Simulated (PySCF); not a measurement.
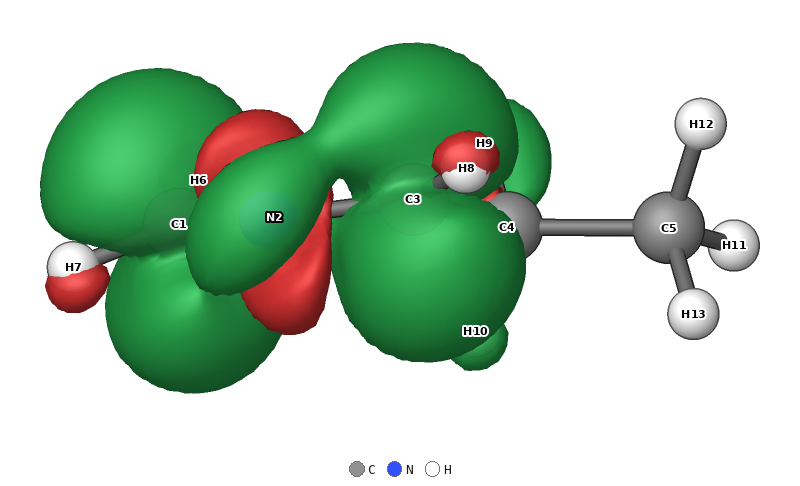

*C₄H₈N (doublet). Isosurfaces of the spin density (α minus β) at +0.015 (green) and −0.015 e/Å³ (red), seen from one side.*

Geometry: GFN2-xTB.

All numbers below come from UKS B3LYP, pcH-1 on C H N, non-relativistic, mean-field spin-orbit, GIAO in PySCF 2.14.0, density-fitted response routines.

```xyz
13

C     2.4054   -0.2979   -0.6469
N     1.5144   -1.0439   -0.0785
C     0.2417   -0.8627    0.0625
C    -0.4566    0.4573   -0.0448
C    -1.8933    0.3979    0.4532
H     2.1715    0.4495   -1.3991
H     3.4405   -0.4975   -0.4310
H    -0.3386   -1.7325    0.3342
H    -0.4415    0.7698   -1.0974
H     0.1102    1.2122    0.5118
H    -2.3792    1.3642    0.3375
H    -2.4606   -0.3412   -0.1087
H    -1.9183    0.1253    1.5057
```

### Describe the spin distribution.

The unpaired spin (1 electron) lies mostly on C1 (about 0.4) and C3 (about 0.4), in electrons by Hirshfeld's partition.
